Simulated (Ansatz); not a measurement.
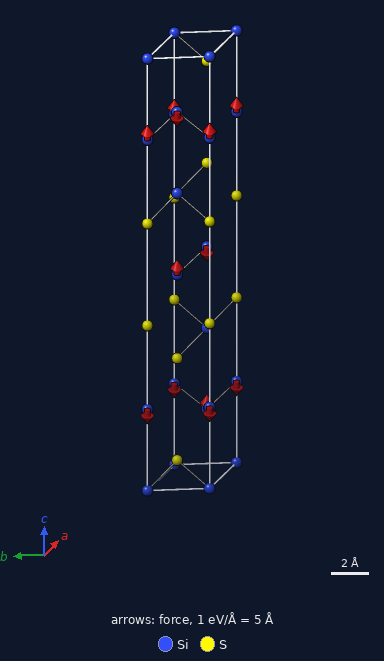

Starting geometry of a crystal of Si$_{3}$S$_{2}$ (a generated structure, set up in R-3m) with the computed forces as red arrows. A ball-and-stick model of the conventional cell (3 times the calculation's cell), seen from a free direction. Lengths and directions refer to the drawn axes.

The calculation used Ansatz 0.2.0, DFT PBE, scalar-relativistic, plane waves, PAW. Set-up: plane-wave cutoff 420 eV; k-point mesh 12 × 12 × 12; occupations gaussian; smearing width 0.1 eV; no spin polarisation; cell and atoms relaxed; force threshold 0.01 eV/Å; at most 80 steps.

### What follows when this structure is relaxed?

It isn't relaxed: the largest force vector, on Si atoms, is 0.19 eV/Å. The final displacements follow the starting forces only in part (cosine between the two patterns 0.83). The energy falls by 10.6 meV per cell of the calculation in 4 accepted moves (7 points after the start). The largest force component goes from 0.19 to 0.0017 eV/Å. Pressure: 0.13 GPa at the start and 0.00 GPa at the end. The line search rejected the trial steps at points 2, 3 of the run. At 1 point the geometry stayed and the basis and grid were re-selected for the new cell (energy shift of 0.3 meV per cell of the calculation at most each time). The largest moves relative to the cell, 0.039 Å, are those of Si atoms. By element the largest moves are Si 0.039 Å, S 0.031 Å. Cell: a = b 3.446 → 3.462 Å (+0.5 %), c 26.857 → 27.358 Å (+1.9 %). Volume +2.8 %. Among the contacts that change: Si–Si 2.299 → 2.279 Å, S–Si 2.381 → 2.385 Å. The space group stays R-3m (No. 166).
